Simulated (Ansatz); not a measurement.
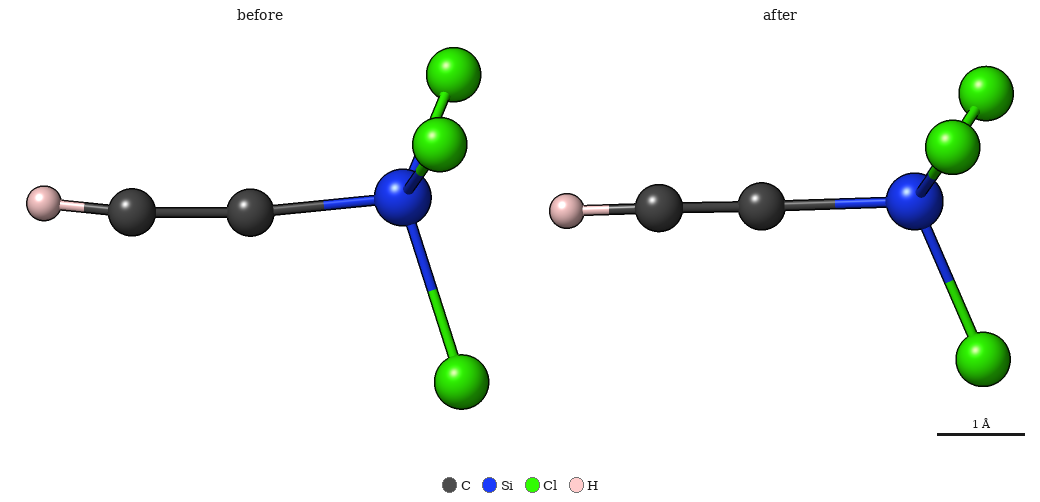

The structure of C$_{2}$HCl$_{3}$Si before (left) and after (right) a relaxation, at one scale.

Style: ball-and-stick. Shown face on.

Computed with RKS SVWN5/pcseg-2 in Ansatz.

The input:
```yaml
crystal:
  periodic: [false, false, false]
  atoms:
    - {symbol: C, position_ang: [1.390737, -1.413962, 0.561054]}
    - {symbol: C, position_ang: [0.326949, -0.561366, 0.326164]}
    - {symbol: Si, position_ang: [-0.797273, 0.728876, -0.170665]}
    - {symbol: Cl, position_ang: [-2.350588, -0.419930, -1.320690]}
    - {symbol: Cl, position_ang: [0.158621, 1.821891, -1.698445]}
    - {symbol: Cl, position_ang: [-1.026412, 1.972835, 1.219195]}
    - {symbol: H, position_ang: [2.077109, -2.030437, 1.053108]}
basis:
  gaussian: {orbitals: pcseg-2}
hamiltonian: {xc: {name: SVWN5}}
relax: {f_tol: 0.001, max_steps: 3}
output: {forces: true}
```

Run as
```bash
ansatz run in.yaml --threads 4 --pin off --events-out ev --progress --plain --max-ram 10444MiB
```

### What changed between the two?

The relaxation stopped without meeting its thresholds, so the last structure isn't shown to be converged. The input was poor on purpose: steps. The energy falls by 187.0 kJ/mol in 2 geometry steps. Largest force component: 9.1 eV/Å at the start, 1.4 eV/Å at the end. The largest move after the best rigid fit is that of Cl4, 0.31 Å. Largest moves by element: Cl 0.31 Å, Si 0.19 Å, C 0.13 Å, H 0.09 Å. Among the contacts that change: Si3–Cl4 2.248 → 2.021 Å, C1–C2 1.383 → 1.199 Å, Si3–Cl6 1.879 → 2.018 Å, Si3–Cl5 2.108 → 2.006 Å. Among the angles between lasting bonds that change: Cl4–Si3–Cl6 129.2° → 107.7°, C2–Si3–Cl4 102.0° → 110.0°, Cl4–Si3–Cl5 102.0° → 109.4°. Cost: 3.6 s on 4 threads of AMD EPYC 7B13, on a shared host.
